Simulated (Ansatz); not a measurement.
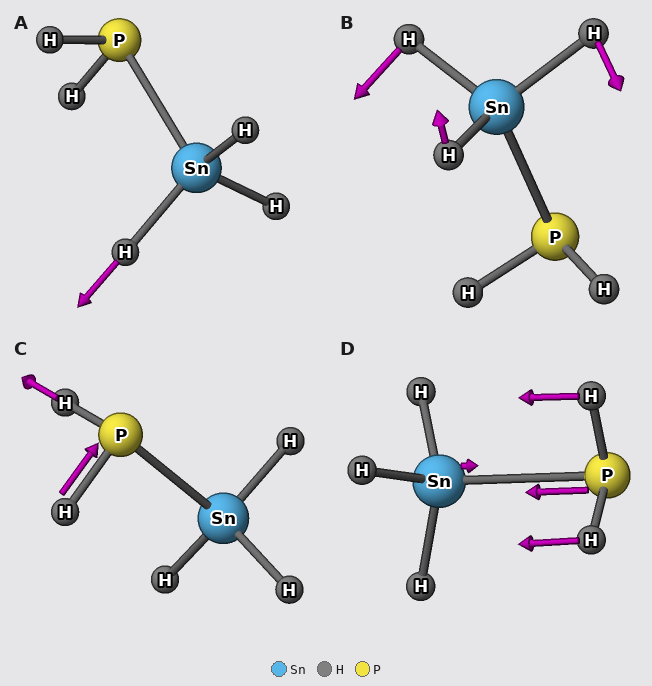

4 normal modes of one molecule or complex, as arrows. Harmonic vibrations computed with RKS PBE0-D4/def2-TZVP, core potentials on Sn (Ansatz 0.2.0) at a stationary point of the same level.

> Match the panels to the wavenumbers 319 cm⁻¹, 726 cm⁻¹, 1935 cm⁻¹, 2411 cm⁻¹.

A: 1935 cm⁻¹, Sn–H stretching
B: 726 cm⁻¹, H–Sn–H bending
C: 2411 cm⁻¹, out-of-phase stretching of 2 P–H bonds
D: 319 cm⁻¹, Sn–P stretching
